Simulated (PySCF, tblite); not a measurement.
# C₄H₆O₂Si: geometry, infrared bands and NMR shifts

Wanted: the infrared bands and NMR shifts of C₄H₆O₂Si (`O=C1CCC(=O)[SiH2]1`), by calculation.

The runs use tblite 0.8.0 and PySCF 2.14.0, with density-fitted response routines of our own; the level of theory stands in each step. All values are computed, except where a source is named. Atoms count from 0, in the outputs and in this text.

## 1. The molecule as given

13 atoms, charge 0, multiplicity 1; geometry from: force field or distance geometry start.

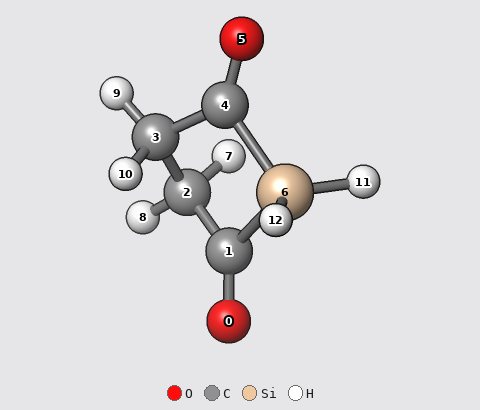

The starting geometry (oxygen red, carbon grey, silicon light orange, hydrogen white), atoms numbered.

## 2. Relaxing the molecule with GFN2-xTB

What the job is given:

```
{"job": {"kind": "relax", "xc": "GFN2-xTB", "basis": "xTB"}, "charge": 0, "multiplicity": 1}
O      0.683300    -2.490200    -0.145500
C      0.382100    -1.305600    -0.231200
C     -0.923000    -0.661500    -0.492100
C     -1.035300     0.452900     0.529700
C      0.097400     1.350800     0.195900
O      0.120300     2.560000     0.056100
Si     1.539000     0.162800    -0.019700
H     -0.904600    -0.120000    -1.483900
H     -1.765700    -1.379600    -0.455500
H     -2.018600     0.956000     0.540900
H     -0.802900    -0.023100     1.524300
H      2.281100     0.436300    -1.224000
H      2.342500     0.061600     1.187300
```

Command:

```sh
> OMP_NUM_THREADS=1 python probes_run.py task.json out
```

One launch serves the whole session: the jobs run in the order shown.

**Question.** This job is followed by: GFN2-xTB harmonic vibrations, gas phase; GIAO PBE0/pcSseg-1 NMR shielding, non-relativistic, gas phase. What will the session give for the following? strongest single infrared mode (GFN2-xTB); zero-point energy (GFN2-xTB); 13C shifts against TMS (PBE0/pcSseg-1, means over atoms taken as alike); 1H shifts against TMS (PBE0/pcSseg-1, means over atoms taken as alike); 17O shifts against H2O (PBE0/pcSseg-1, means over atoms taken as alike); 29Si shifts against TMS (PBE0/pcSseg-1); surface potential, least and greatest.

The runs gave:

| quantity | value |
| --- | --- |
| strongest single infrared mode (GFN2-xTB) | 1748 cm⁻¹, 506 km/mol |
| zero-point energy (GFN2-xTB) | 55.3 kcal/mol |
| 13C shifts against TMS (PBE0/pcSseg-1, means over atoms taken as alike) | 249.1, 51.8 ppm |
| 1H shifts against TMS (PBE0/pcSseg-1, means over atoms taken as alike) | 3.80, 2.84 ppm |
| 17O shifts against H2O (PBE0/pcSseg-1, means over atoms taken as alike) | 887.0 ppm |
| 29Si shifts against TMS (PBE0/pcSseg-1) | -116.0 ppm |
| surface potential, least and greatest | -1.42 V and 1.67 V |

**Reading.** Over 38 steps the energy fell by 0.439 eV; of the close pairs, C4–Si6 changed most, 1.880 to 1.931 Å. No mode is imaginary among the 33: a minimum at this level. The strongest single mode, at 1748 cm⁻¹, is carried by C1, C4, O0, O5. GFN2-xTB is a fitted tight-binding method: band positions and strengths are rough. Its intensities can rank the bands wrongly. At PBE0/pcSseg-1: The widest tensor belongs to O0, O5: span 1846 ppm, with a paramagnetic part of -948 ppm. By nearest atom (PBE0/pcSseg-1), the HOMO sits on O0, O5 about 26 % each; Si6 13 % and the LUMO on C1, C4 about 20 % each; O0, O5 about 14 % each.
